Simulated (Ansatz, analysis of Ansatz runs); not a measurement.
# CaWO4 (I4_1/a): a line between two W sites for an added electron

Question: does an added electron stay on the W atom where it is started in CaWO4 (I4_1/a), and if so, how high is the barrier for a hop to another W site nearby? Model: a cell of 96 host atoms.

Method: plane-wave PAW DFT, PBEsol+U; relaxation of all atoms of a supercell at fixed charge in a uniform background; PAW set soft_1, in Ansatz 0.2.0.

## (1) The starting structure

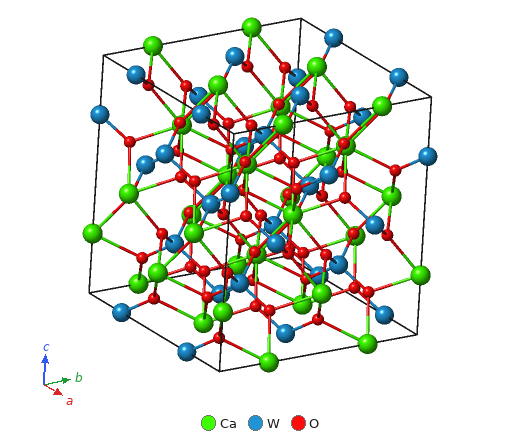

The cell as given, slightly off an axis (calcium green, tungsten blue, oxygen red). Some periodic images of atoms are drawn too.

The cell holds 96 atoms: 16 Ca, 16 W and 64 O. Its edges and angles: a = 10.445 Å, b = 10.445 Å, c = 11.254 Å, α = 90.0°, β = 90.0°, γ = 90.0°. It derives from CaWO4 (space group I4_1/a). Nearest the centre at fractional (0.750, 0.000, 0.500): O60 at 1.85 Å, O81 at 1.85 Å, O68 at 2.37 Å, O89 at 2.37 Å, O71 at 2.41 Å, O94 at 2.41 Å, Ca51 at 2.61 Å, Ca3 at 2.61 Å.

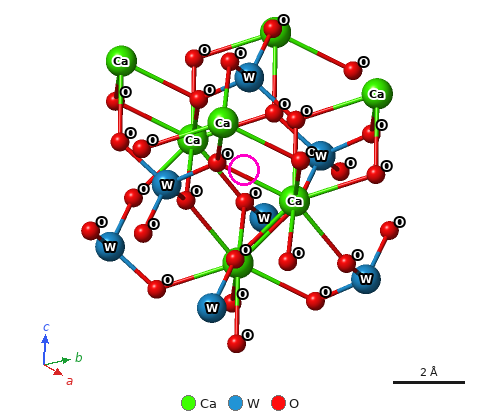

The atoms within 5 Å of the centre. A ring marks the centre wherever it is empty.

Hubbard terms: W d 5.0 eV. They were chosen, not fitted, to curb self-interaction in the shells named, the trial site's among them. The two sites are W56 and W80. The cell's shortest repeat is 10.4 Å.

## (2) The cell without the carrier

The neutral cell is relaxed first, from small random displacements, so that bond lengths and moments with the carrier can be set beside those of a relaxed cell without it.

neutral.relax/input.yaml reads:

```yaml
crystal:
  lattice:
    - [10.44511621, 0.0, 0.0]
    - [0.0, 10.44511621, 0.0]
    - [0.0, 0.0, 11.25437467]
  atoms:
    - { symbol: Ca, position: [0.0, 0.25, 0.75] }
    - { symbol: Ca, position: [0.25, 0.0, 0.25] }
    - { symbol: Ca, position: [0.0, 0.0, 0.5] }
[... 1 atom line left out ...]
    - { symbol: W, position: [0.0, 0.25, 0.25] }
[... 6 atom lines left out ...]
    - { symbol: O, position: [0.327849, 0.129158, 0.413033] }
    - { symbol: O, position: [0.077849, 0.129158, 0.336967] }
[... 6 atom lines left out ...]
    - { symbol: O, position: [0.370842, 0.077849, 0.663033] }
[... 2 atom lines left out ...]
    - { symbol: O, position: [0.129158, 0.172151, 0.586967] }
[... 1 atom line left out ...]
    - { symbol: Ca, position: [0.0, 0.75, 0.75] }
[... 3 atom lines left out ...]
    - { symbol: W, position: [0.0, 0.75, 0.25] }
[... 3 atom lines left out ...]
    - { symbol: O, position: [0.172151, 0.870842, 0.413033] }
[... 6 atom lines left out ...]
    - { symbol: O, position: [0.422151, 0.870842, 0.336967] }
    - { symbol: O, position: [0.129158, 0.922151, 0.663033] }
[... 4 atom lines left out ...]
    - { symbol: O, position: [0.370842, 0.827849, 0.586967] }
[... 2 atom lines left out ...]
    - { symbol: Ca, position: [0.5, 0.25, 0.75] }
    - { symbol: Ca, position: [0.75, 0.0, 0.25] }
    - { symbol: Ca, position: [0.5, 0.0, 0.5] }
[... 1 atom line left out ...]
    - { symbol: W, position: [0.5, 0.25, 0.25] }
    - { symbol: W, position: [0.75, 0.0, 0.75] }
[... 1 atom line left out ...]
    - { symbol: W, position: [0.75, 0.25, 0.5] }
    - { symbol: O, position: [0.672151, 0.370842, 0.413033] }
    - { symbol: O, position: [0.922151, 0.120842, 0.913033] }
[... 1 atom line left out ...]
    - { symbol: O, position: [0.827849, 0.129158, 0.413033] }
    - { symbol: O, position: [0.577849, 0.129158, 0.336967] }
[... 1 atom line left out ...]
    - { symbol: O, position: [0.672151, 0.120842, 0.836967] }
    - { symbol: O, position: [0.922151, 0.370842, 0.336967] }
    - { symbol: O, position: [0.629158, 0.422151, 0.663033] }
    - { symbol: O, position: [0.879158, 0.172151, 0.163033] }
[... 1 atom line left out ...]
    - { symbol: O, position: [0.870842, 0.077849, 0.663033] }
    - { symbol: O, position: [0.620842, 0.077849, 0.086967] }
    - { symbol: O, position: [0.870842, 0.327849, 0.586967] }
    - { symbol: O, position: [0.629158, 0.172151, 0.586967] }
[... 1 atom line left out ...]
    - { symbol: Ca, position: [0.5, 0.75, 0.75] }
[... 3 atom lines left out ...]
    - { symbol: W, position: [0.5, 0.75, 0.25] }
[... 2 atom lines left out ...]
    - { symbol: W, position: [0.75, 0.75, 0.5] }
    - { symbol: O, position: [0.672151, 0.870842, 0.413033] }
[... 2 atom lines left out ...]
    - { symbol: O, position: [0.827849, 0.629158, 0.413033] }
    - { symbol: O, position: [0.577849, 0.629158, 0.336967] }
    - { symbol: O, position: [0.827849, 0.879158, 0.836967] }
[... 1 atom line left out ...]
    - { symbol: O, position: [0.922151, 0.870842, 0.336967] }
    - { symbol: O, position: [0.629158, 0.922151, 0.663033] }
[... 1 atom line left out ...]
    - { symbol: O, position: [0.620842, 0.827849, 0.163033] }
    - { symbol: O, position: [0.870842, 0.577849, 0.663033] }
[... 1 atom line left out ...]
    - { symbol: O, position: [0.870842, 0.827849, 0.586967] }
    - { symbol: O, position: [0.629158, 0.672151, 0.586967] }
    - { symbol: O, position: [0.879158, 0.922151, 0.086967] }
basis:
  ecutwfc: 420
  xc_grid: 2
hamiltonian:
  xc: pbesol
  hubbard:
    sites: [{ species: W, l: d, u_eff: 5.0 }]
    projectors: ortho-atomic
  pseudopotentials: { kind: paw, azcp: { folder: soft_1 }, xc_functional: pbe }
kpoints:
  mp_grid: { grid: [1, 1, 1] }
scf:
  occupations: { method: fermi_dirac, width: 0.01 }
  max_iter: 120
  lower_state_search: "off"
output:
  forces: true
relax:
  f_tol: 0.02
  max_steps: 70
  random_displacement: { amplitude: 0.04, seed: 2570 }
checkpoint:
  write: "../neutral.relax.run"
  compress: false
  write_wavefunctions: true
  write_every: 100000
```

The run is started by

```console
> ansatz run input.yaml --threads 32 --pin off --max-ram 84787MiB --backend cuda --events-out ev --progress --plain --runs-dir out --max-vram 78GiB
```

Numbers of over 12 decimals in the logs are rounded to 6 here.

What it wrote:

```text
[... repeated set-up lines and file paths are left out, and long positions are rounded to six places ...]
Engine: ansatz 0.2.0, aarch64-unknown-linux-gnu
Pseudopotentials: kind: paw
Pseudopotential: Ca, paw, valence charge 10, recommended cutoff 420 eV (normal), soft_1/Ca.paw.azcp
Pseudopotential: W, paw, valence charge 14, recommended cutoff 420 eV (normal), soft_1/W.paw.azcp
Pseudopotential: O, paw, valence charge 6, recommended cutoff 420 eV (normal), soft_1/O.paw.azcp
Functional definition: PBEsol
  exchange = pbesol_x
  correlation = pbesol_c
[...]
Crystal: 96 atoms, lattice volume = 1227.857 Å³
Basis set: ecut = 420 eV, 24001 PW (Γ), exchange–correlation on 144×144×160 points (8 copies of the dense FFT grid, shifted against one another)
Bands: 480, of which v1, the nominal top of the filled ones, is band 384 counted from 1 (383 counted from 0)
Symmetry: 1 space group operations
k-points: 1
Non-local potential: Ca, projectors of the file, l = 0: 3, l = 1: 2, l = 2: 2
Non-local potential: W, projectors of the file, l = 0: 3, l = 1: 2, l = 2: 2, l = 3: 1
Non-local potential: O, projectors of the file, l = 0: 2, l = 1: 2, l = 2: 1
PAW form: soft (Blöchl's): semilocal exchange-correlation on the pseudo side does not see the compensation charge
PAW frozen core: Ca, regenerated for the run's functional, and the local potential with it (the file was generated under x = pbe(κ = 0.804, μ = 0.219515), c = pbe(β = 0.066725))
PAW frozen core: W, regenerated for the run's functional, and the local potential with it (the file was generated under x = pbe(κ = 0.804, μ = 0.219515), c = pbe(β = 0.066725))
[...]
Free energy (F): -228716.784931 eV
Harris-Foulkes:  -228716.784931 eV  (|F-HF|=4.57e-9)
Internal energy: -228716.784931 eV  (E = F + TS)
E sigma→0 (E₀):  -228716.784931 eV
Fermi energy:    9.568896 eV
--- Per-component energies (eV) ---
  E_band       = -6274.380604
  E_kinetic    = 21484.320987
  E_local      = -49295.302067  (includes V_loc(G=0)·N_el)
  E_nonlocal   = 4475.866845
  E_hartree    = 17781.049577
  E_xc         = -10773.879530
  E_vxc        = -11987.211463  (∫ρ·V_xc dr)
  E_hubbard    = 93.528792  (on-site DFT+U / exact-exchange correction)
  E_vhub       = 37.813624  (the Hubbard potential's part of the band-sum identity)
  E_paw        = -158756.126984  (= ΣΔE_a)
  E_vpaw       = -6552.019101  (= ΣTr[D̂ρ^β])
  E_aug_tail   = 0.052024  (compensation charges beyond the density's cutoff)
  E_ewald      = -53734.003435
  E_core_change = 7.708862  (= ΣΔE_core)
  E_smearing   = -0.000000  (= −TS)
  E_closure    = -0.000000  (closes the sum)
  Σ components = -228716.784931   (vs F -228716.784931, Δ=0.00e0)
--- Forces (eV/Å), atoms counted from 1 ---
  atom   1  Ca    -0.00144464     0.00185161    -0.00042839
  atom   2  Ca     0.00029395     0.00298253    -0.00026999
  atom   3  Ca     0.00053578    -0.00135680    -0.00009089
  [... 3 atoms left out ...]
  [... 90 more lines of this table ...]
  max |Σ_I F_I| component: 4.96e-6 eV/Å
--- Band table (eV) ---
  k-point 0: bands = ["-66.6274", "-66.6271", "-66.6269", "-66.6267", "-66.6263", "-66.6261", "-66.6260", "-66.6255", "-66.6254", [... rest cut ...]
Occupation matrices written to <dir>
--- Relaxed structure (4 steps of the walk, 4 accepted, 0 SCFs on fresh bases) ---
  F+E_penalty+E_count = -228716.78493083 eV   max|allowed force component| = 4.591e-3 eV/Å
  atoms:
    - { symbol: Ca, position: [-0.000323, 0.249696, 0.749928] }
    - { symbol: Ca, position: [0.249631, -0.000497, 0.249911] }
    - { symbol: Ca, position: [-0.000294, -0.000323, 0.499921] }
    [... 3 atoms left out ...]
  [... 90 more lines of this table ...]
[key lines of the parts left out:]
SCF converged after 9 iterations
```

Run time: 4.5 s. Hardware: 1 × NVIDIA GB200 with 32 threads of Arm Neoverse V2, shared host; peak memory 1.3 GiB; 18 s of CPU time.

The largest displacement from an ideal site is 0.010 Å.

[end of part 1 of 3]

[Logs are printed without paths, hosts, clocks, repeated set-up lines and the standing remarks that a program may print on its own settings, such as how far it seeks lower states.]

[Hosts, paths, dates, database ids (printed as entryN), source tags and the programs' standing remarks are cut or masked in the printed files.]
